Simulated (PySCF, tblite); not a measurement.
# C₅H₁₄NSi radical: geometry, infrared bands and EPR parameters

Wanted: the infrared bands and EPR parameters of C₅H₁₄NSi radical (`CCCC[CH]N[SiH3]`), by calculation.

Computed with tblite 0.8.0 and PySCF 2.14.0, with density-fitted response routines of our own, on a single molecule in the gas phase. Atoms are numbered from 0 throughout.

## Step 1: The starting structure

21 atoms, charge 0, multiplicity 2; geometry from: force field or distance geometry start.

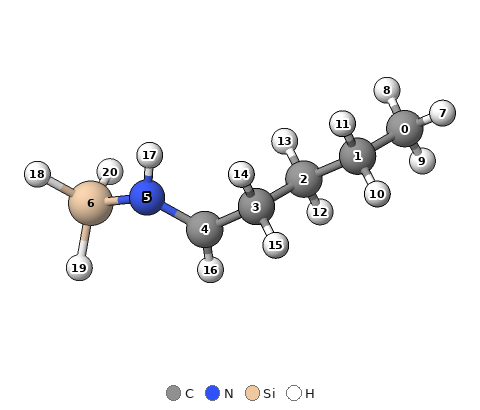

As it starts; carbon grey, nitrogen blue, silicon light orange, hydrogen white, atoms numbered.

## Step 2: Relaxing the molecule with GFN2-xTB

The job: settings as JSON, then the geometry in Å.

```
{"job": {"kind": "relax", "xc": "GFN2-xTB", "basis": "xTB"}, "charge": 0, "multiplicity": 2}
C     -3.366800     0.763100    -0.251200
C     -2.357700    -0.340700    -0.436900
C     -0.967000     0.069000     0.093500
C      0.046700    -1.040700    -0.098900
C      1.391900    -0.641900     0.435000
N      2.492100    -0.325400    -0.492700
Si     3.909600     0.548800    -0.143500
H     -4.345700     0.450400    -0.622500
H     -3.072400     1.661200    -0.798900
H     -3.492700     1.029400     0.810200
H     -2.699200    -1.240200     0.106000
H     -2.291300    -0.611000    -1.487800
H     -1.055200     0.343000     1.161700
H     -0.637100     0.969900    -0.447300
H      0.113800    -1.316900    -1.146800
H     -0.280600    -1.942000     0.465000
H      1.538200    -0.592400     1.509400
H      2.189000    -0.153200    -1.443500
H      4.844400     0.359000    -1.264600
H      4.490800     0.045100     1.135100
H      3.540300     1.982400    -0.019600
```

Command:

```console
$ OMP_NUM_THREADS=1 python probes_run.py task.json out
```

The driver reads the jobs from task.json and runs them one after another.

The program printed:

```text
step      E/eV     max force
  0    -610.84475    3.121
  1    -611.03205    1.042
  2    -611.06934    0.710
  3    -611.11334    0.456
  4    -611.12708    0.375
  5    -611.14552    0.364
  6    -611.15698    0.333
  7    -611.17018    0.346
  8    -611.17799    0.246
  9    -611.18374    0.203
 10    -611.18811    0.166
 11    -611.19227    0.201
 12    -611.19553    0.168
 13    -611.19781    0.123
 14    -611.19935    0.113
 15    -611.20058    0.094
 16    -611.20153    0.068
 17    -611.20217    0.064
 18    -611.20264    0.059
 19    -611.20309    0.068
 20    -611.20354    0.067
 21    -611.20396    0.050
 22    -611.20431    0.040
 23    -611.20459    0.041
 24    -611.20485    0.053
 25    -611.20512    0.049
 26    -611.20542    0.042
 27    -611.20573    0.043
 28    -611.20604    0.048
 29    -611.20636    0.052
 30    -611.20674    0.052
 31    -611.20725    0.065
 32    -611.20786    0.077
 33    -611.20852    0.067
 34    -611.20912    0.046
 35    -611.20967    0.059
 36    -611.21020    0.060
 37    -611.21073    0.053
 38    -611.21124    0.048
 39    -611.21176    0.047
 40    -611.21227    0.050
 41    -611.21273    0.056
 42    -611.21312    0.052
 43    -611.21346    0.036
 44    -611.21375    0.036
 45    -611.21398    0.034
 46    -611.21417    0.030
 47    -611.21437    0.032
 48    -611.21460    0.039
 49    -611.21486    0.038
 50    -611.21515    0.043
 51    -611.21547    0.044
 52    -611.21576    0.036
 53    -611.21599    0.029
 54    -611.21614    0.028
 55    -611.21628    0.032
 56    -611.21642    0.028
 57    -611.21654    0.023
 58    -611.21665    0.024
 59    -611.21676    0.030
 60    -611.21691    0.031
 61    -611.21705    0.027
 62    -611.21718    0.021
 63    -611.21729    0.028
 64    -611.21740    0.032
 65    -611.21756    0.030
 66    -611.21774    0.039
 67    -611.21793    0.034
 68    -611.21812    0.031
 69    -611.21831    0.037
 70    -611.21850    0.029
 71    -611.21869    0.038
 72    -611.21885    0.025
 73    -611.21898    0.035
 74    -611.21910    0.032
 75    -611.21921    0.021
 76    -611.21932    0.024
 77    -611.21943    0.020
 78    -611.21957    0.026
 79    -611.21972    0.028
 80    -611.21990    0.031
 81    -611.22015    0.045
 82    -611.22050    0.052
 83    -611.22090    0.039
 84    -611.22121    0.033
 85    -611.22141    0.037
 86    -611.22165    0.041
 87    -611.22194    0.044
 88    -611.22240    0.063
 89    -611.22295    0.056
 90    -611.22363    0.067
 91    -611.22412    0.062
 92    -611.22448    0.038
 93    -611.22468    0.036
 94    -611.22488    0.034
 95    -611.22511    0.039
 96    -611.22535    0.040
 97    -611.22554    0.028
 98    -611.22566    0.022
 99    -611.22574    0.020
100    -611.22580    0.024
101    -611.22586    0.019
102    -611.22594    0.019
103    -611.22602    0.022
104    -611.22610    0.023
105    -611.22616    0.019
106    -611.22621    0.021
107    -611.22627    0.020
108    -611.22637    0.030
109    -611.22648    0.040
110    -611.22659    0.029
111    -611.22668    0.023
112    -611.22676    0.023
113    -611.22687    0.027
114    -611.22695    0.027
115    -611.22704    0.018
116    -611.22711    0.020
117    -611.22718    0.017
118    -611.22723    0.019
119    -611.22727    0.014
120    -611.22730    0.015
121    -611.22732    0.009
```

Run time: 0.65 s. Hardware: 1 thread of Intel Xeon 6975P-C, shared host.

Step by step: (not every step is listed)

| step | energy from step 0 (eV) | largest force (eV/Å) |
| --- | --- | --- |
| 0 | 0.0000 | 3.1210 |
| 1 | -0.1873 | 1.0423 |
| 2 | -0.2246 | 0.7097 |
| 3 | -0.2686 | 0.4557 |
| 4 | -0.2823 | 0.3749 |
| 5 | -0.3008 | 0.3640 |
| 6 | -0.3122 | 0.3332 |
| 7 | -0.3254 | 0.3461 |
| 8 | -0.3332 | 0.2459 |
| 18 | -0.3579 | 0.0592 |
| 28 | -0.3613 | 0.0483 |
| 38 | -0.3665 | 0.0477 |
| 48 | -0.3699 | 0.0387 |
| 58 | -0.3719 | 0.0242 |
| 68 | -0.3734 | 0.0314 |
| 78 | -0.3748 | 0.0261 |
| 88 | -0.3777 | 0.0635 |
| 98 | -0.3809 | 0.0220 |
| 108 | -0.3816 | 0.0305 |
| 116 | -0.3824 | 0.0204 |
| 117 | -0.3824 | 0.0175 |
| 118 | -0.3825 | 0.0192 |
| 119 | -0.3825 | 0.0143 |
| 120 | -0.3826 | 0.0149 |
| 121 | -0.3826 | 0.0090 |

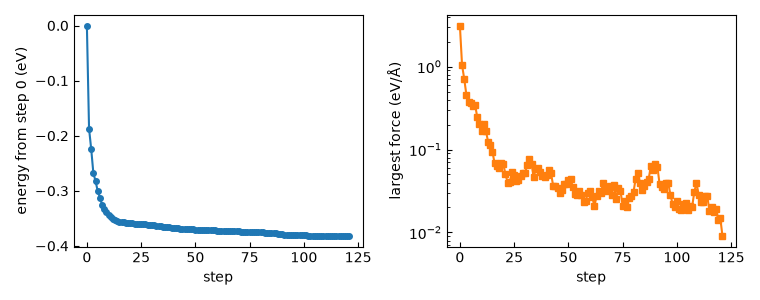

Energy and force, step by step.

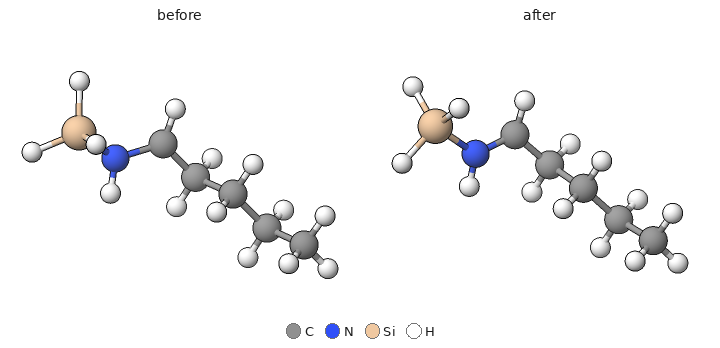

The geometry before (left) and after (right).

Close pairs (by a distance rule), those that changed most:

| bond | before (Å) | after (Å) | change (Å) |
| --- | --- | --- | --- |
| C4–N5 | 1.474 | 1.373 | -0.100 |
| C2–C3 | 1.515 | 1.545 | +0.030 |
| N5–Si6 | 1.702 | 1.727 | +0.025 |
| Si6–H19 | 1.492 | 1.470 | -0.022 |
| C3–C4 | 1.501 | 1.481 | -0.020 |
| C3–H15 | 1.112 | 1.093 | -0.019 |
| C1–C2 | 1.544 | 1.526 | -0.018 |
| Si6–H20 | 1.486 | 1.468 | -0.018 |

The end geometry stands in the next job.

## Step 3: Vibrational analysis with GFN2-xTB

The job: settings as JSON, then the geometry in Å.

```
{"job": {"kind": "ir", "xc": "GFN2-xTB", "basis": "xTB"}, "charge": 0, "multiplicity": 2}
C     -3.307789     0.800202    -0.368537
C     -2.321127    -0.360227    -0.422111
C     -0.925967     0.064920     0.026131
C      0.068105    -1.117434     0.043997
C      1.429591    -0.709055     0.461501
N      2.291771    -0.138049    -0.441883
Si     3.814650     0.604898    -0.109789
H     -4.292827     0.480838    -0.701192
H     -2.975434     1.615167    -1.008060
H     -3.394554     1.178821     0.647706
H     -2.677415    -1.167195     0.222473
H     -2.272688    -0.750493    -1.441839
H     -0.979518     0.494385     1.028838
H     -0.545390     0.838057    -0.645408
H      0.103090    -1.554156    -0.959696
H     -0.313733    -1.878197     0.729739
H      1.647500    -0.525815     1.498006
H      2.005553    -0.285720    -1.398530
H      4.262495     1.039991    -1.429603
H      4.765537    -0.332473     0.505564
H      3.609230     1.718479     0.824410
```

The program printed:

```text
mode    cm-1     km/mol
  1      35.9      0.63
  2      52.2      0.04
  3      69.9      0.02
  4     108.1      0.32
  5     149.0      3.64
  6     181.7      3.74
  7     209.1      1.76
  8     232.3      0.64
  9     276.4      3.70
 10     353.6     18.11
 11     421.9      9.71
 12     474.5      5.12
 13     513.6     67.36
 14     590.8      1.93
 15     607.5     83.37
 16     722.6    231.14
 17     766.9      1.53
 18     787.8    155.85
 19     808.5     89.37
 20     835.1    261.85
 21     861.4    129.89
 22     936.6      3.60
 23     950.2     18.13
 24    1017.2      2.92
 25    1051.1      8.12
 26    1091.7      1.51
 27    1121.5      2.15
 28    1121.6     19.57
 29    1206.4      6.60
 30    1229.5      3.18
 31    1260.8      3.43
 32    1262.6      0.43
 33    1280.1      0.03
 34    1300.7      8.04
 35    1322.0      1.30
 36    1358.2      0.31
 37    1415.3      0.82
 38    1443.4     81.03
 39    1478.4      2.49
 40    1495.5      0.09
 41    1499.6      0.27
 42    1503.8      2.35
 43    1507.7      1.09
 44    2171.9    407.80
 45    2218.7    246.72
 46    2283.4    303.59
 47    2931.0     37.38
 48    2954.8     16.69
 49    2958.9      7.03
 50    2972.7     86.46
 51    2977.2     33.95
 52    2984.2     76.80
 53    3029.7     58.49
 54    3031.6     62.97
 55    3036.9     32.32
 56    3119.6     54.36
 57    3434.8      4.06
```

Run time: 0.59 s. Hardware: 1 thread of Intel Xeon 6975P-C, shared host.

The strongest bands and the atoms that carry them (share of the mass-weighted mode):

| cm⁻¹ | km/mol | atoms |
| --- | --- | --- |
| 723 | 231.1 | H18 60 %, H20 24 % |
| 788 | 155.8 | H18 25 %, H19 25 %, H20 16 % |
| 808 | 89.4 | H18 11 %, Si6 10 % |
| 835 | 261.9 | H20 45 %, H19 42 % |
| 861 | 129.9 | N5 20 %, Si6 16 % |
| 2172 | 407.8 | H19 70 %, H20 26 % |
| 2219 | 246.7 | H20 71 %, H19 27 % |
| 2283 | 303.6 | H18 97 % |

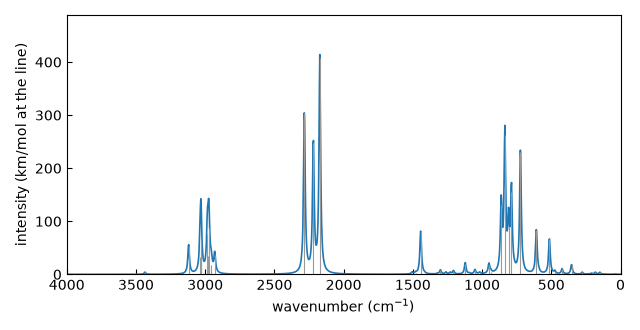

The infrared spectrum from these modes, unscaled. Lines are broadened to a width of 14 cm⁻¹ (Lorentzian).

## Step 4: g tensor and hyperfine couplings: B3LYP/pcH-1

Settings changed since step 3:

```diff
@@ -1,2 +1,2 @@
-{"job": {"kind": "ir", "xc": "GFN2-xTB", "basis": "xTB"}, "charge": 0, "multiplicity": 2}
+{"job": {"kind": "epr", "basis": "pcH-1"}, "charge": 0, "multiplicity": 2}
 C     -3.307789     0.800202    -0.368537
```

Method: UKS B3LYP, pcH-1 on C H N Si, non-relativistic, mean-field spin-orbit, GIAO.

The program printed:

```text
UKS, coarse grid
  cycle   1  E = -543.13663309  |g| = 3.85e-01
  cycle   2  E = -543.10018260  |g| = 4.73e-01
  cycle   3  E = -543.21046529  |g| = 5.11e-02
  cycle   4  E = -543.21114088  |g| = 3.35e-02
  cycle   5  E = -543.21162959  |g| = 7.60e-03
  cycle   6  E = -543.21165501  |g| = 2.09e-03
  cycle   7  E = -543.21165846  |g| = 1.19e-03
  cycle   8  E = -543.21165975  |g| = 2.52e-04
UKS, final grid
  cycle   1  E = -543.21162365  |g| = 2.50e-04
  cycle   2  E = -543.21162364  |g| = 3.02e-04
  cycle   3  E = -543.21162369  |g| = 2.86e-05
  cycle   4  E = -543.21162369  |g| = 1.34e-05
E = -543.21162369 Eh   <S^2> = 0.7532 (exact 0.7500)
g shifts (ppm)      1          2          3
  rmc          -166       -166       -166
  gc             -3         30         36
  oz_so         -27        698       1079
  total        -196        562        948
hyperfine (MHz)  atom isotope    a_iso     a_fc   dipolar eigenvalues
    0   13C       2.42       2.42     -0.31     -0.30      0.61
    1   13C       3.57       3.57     -1.25     -1.20      2.45
    2   13C      67.35      67.36     -5.41     -5.31     10.72
    3   13C     -23.19     -23.19     -1.82     -1.14      2.96
    4   13C     104.19     104.27    -71.32    -70.43    141.75
    5   14N       1.95       1.98     -9.42     -8.67     18.09
    6  29Si       7.00       6.97     -3.58      1.60      1.97
    7    1H       3.03       3.03     -0.49     -0.36      0.85
    8    1H       0.30       0.30     -0.73     -0.49      1.22
    9    1H       0.26       0.26     -0.71     -0.51      1.22
   10    1H      -0.23      -0.23     -1.46     -0.73      2.19
   11    1H      -0.51      -0.51     -1.44     -0.67      2.11
   12    1H      -2.16      -2.16     -4.90     -1.77      6.67
   13    1H      -4.12      -4.12     -4.57     -1.20      5.77
   14    1H      23.36      23.36     -4.79     -3.93      8.72
   15    1H      26.91      26.91     -5.49     -3.93      9.43
   16    1H     -49.31     -49.33    -33.87      0.20     33.67
   17    1H     -10.95     -10.96    -10.38     -4.72     15.11
   18    1H      -3.44      -3.44     -2.68     -1.40      4.08
   19    1H      18.69      18.69     -2.19     -1.78      3.97
   20    1H      12.96      12.96     -2.13     -1.87      4.00
```

Run time: 66 s. Hardware: 1 thread of Intel Xeon 6975P-C, shared host; peak memory 1.1 GiB.

Principal g values 2.00212, 2.00288, 2.00327; g(iso) = 2.00276, against 2.00232 for a free electron.

Hyperfine couplings; where a row names several nuclei, a(iso) is their mean (it holds for fast rotation or exchange) and the dipolar term the largest among them:

| nuclei | isotope | a(iso) (MHz) | a(iso) (G, at g = 2.0023) | largest dipolar term (MHz) |
| --- | --- | --- | --- | --- |
| C4 | 13C | 104.2 | 37.2 | 141.7 |
| C2 | 13C | 67.4 | 24.0 | 10.7 |
| H16 | 1H | -49.3 | -17.6 | -33.9 |
| H14, H15 | 1H | 25.1 | 9.0 | 9.4 |
| C3 | 13C | -23.2 | -8.3 | 3.0 |
| H17 | 1H | -10.9 | -3.9 | 15.1 |
| H18, H19, H20 | 1H | 9.4 | 3.4 | 4.1 |
| Si6 | 29Si | 7.0 | 2.5 | -3.6 |
| C1 | 13C | 3.6 | 1.3 | 2.5 |
| H12, H13 | 1H | -3.1 | -1.1 | 6.7 |
| C0 | 13C | 2.4 | 0.9 | 0.6 |
| N5 | 14N | 1.9 | 0.7 | 18.1 |
| H7, H8, H9 | 1H | 1.2 | 0.4 | 1.2 |
| H10, H11 | 1H | -0.4 | -0.1 | 2.2 |

Mulliken spin populations:

C0 0.00; C1 0.01; C2 0.04; C3 -0.06; C4 0.87; N5 0.12; Si6 0.02; H7 0.00; H8 0.00; H9 0.00; H10 0.00; H11 0.00; H12 0.00; H13 0.00; H14 0.01; H15 0.01; H16 -0.04; H17 -0.01; H18 0.00; H19 0.02; H20 0.01

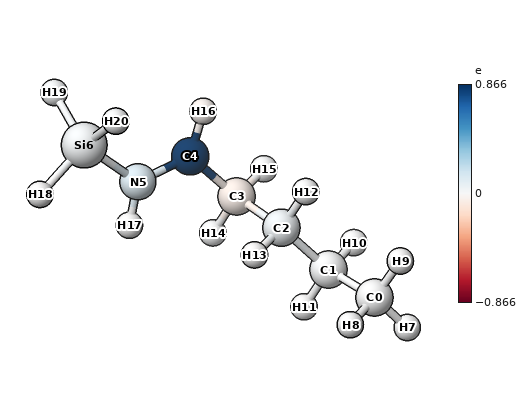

Mulliken spin populations, as colours on the atoms.

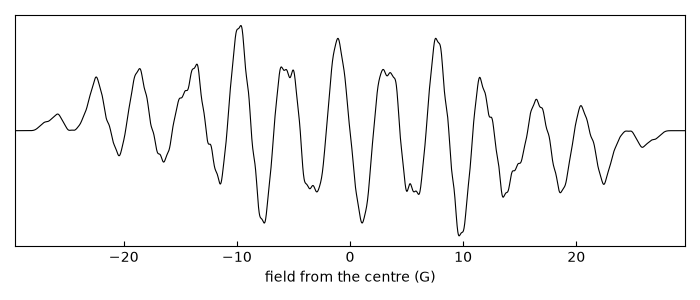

First-order isotropic spectrum (first derivative, main isotopes with spin only, couplings over 0.8 MHz, Gaussian width 0.3 G; couplings of the frozen geometry, rotation of groups not averaged beyond the rows shown).

Orbitals, density, ELF and potential are computed afterwards from the orbital file.

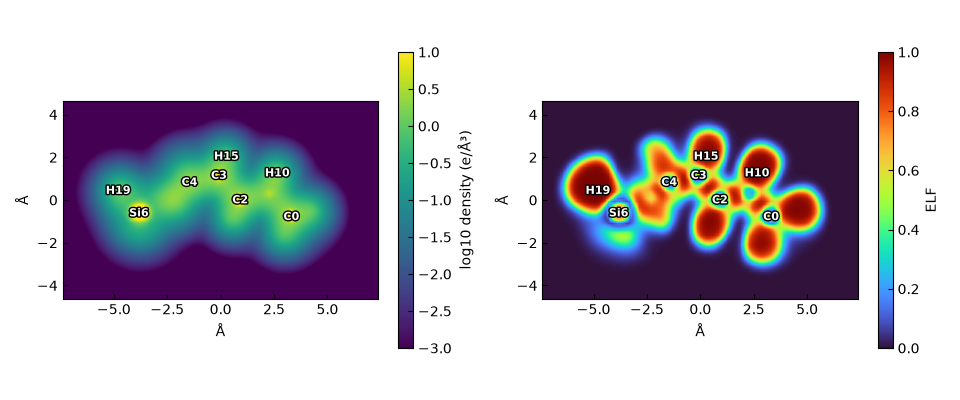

Density (left) and ELF (right) in a plane through or near 8 of the atoms.

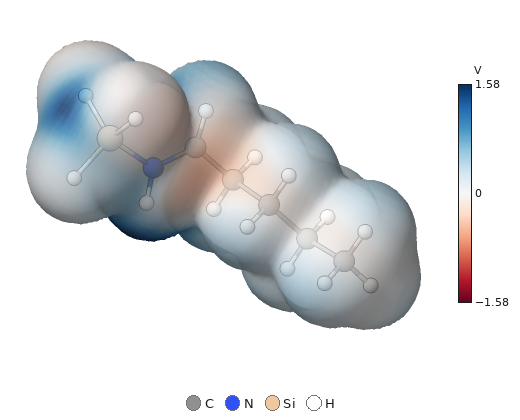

The potential that a unit positive charge feels on the 0.002 e/bohr³ surface, from -0.78 V near C4 to 1.58 V near H17.

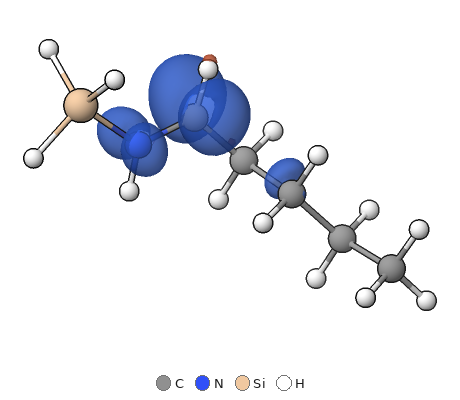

Spin density at ±0.04 e/Å³ (alpha excess blue, beta excess red).

## Step 5: Summary of results

| quantity | value |
| --- | --- |
| strongest single infrared mode (GFN2-xTB) | 2172 cm⁻¹, 408 km/mol |
| zero-point energy (GFN2-xTB) | 110.1 kcal/mol |
| g(iso) (B3LYP) | 2.00276 |
| ⟨S²⟩ | 0.753 (exact 0.75) |
| largest a(iso) (averaged by class) | 13C on C4, 104.2 MHz |
| potential on the surface of density 0.002 e/bohr³, 1st and 99th percentile | -0.78 V and 1.58 V |

What this shows: The optimisation took 121 steps and gained 0.383 eV; among the close pairs (by a distance rule), C4–N5 changed most, from 1.474 to 1.373 Å. All 57 modes are real, so the xTB geometry is a minimum. The strongest single mode, at 2172 cm⁻¹, moves mainly H19. Unscaled tight-binding wavenumbers are off by several per cent, some by more. Its intensities can rank the bands wrongly. Most of the unpaired spin sits on C4 (0.87 e). The isotropic g lies 0.4 ppt above the free-electron value. These values are for one conformer; the search (at its own cheap level) found 2 more, at 0.17, 0.55 kcal/mol, and measured spectra average over such forms.
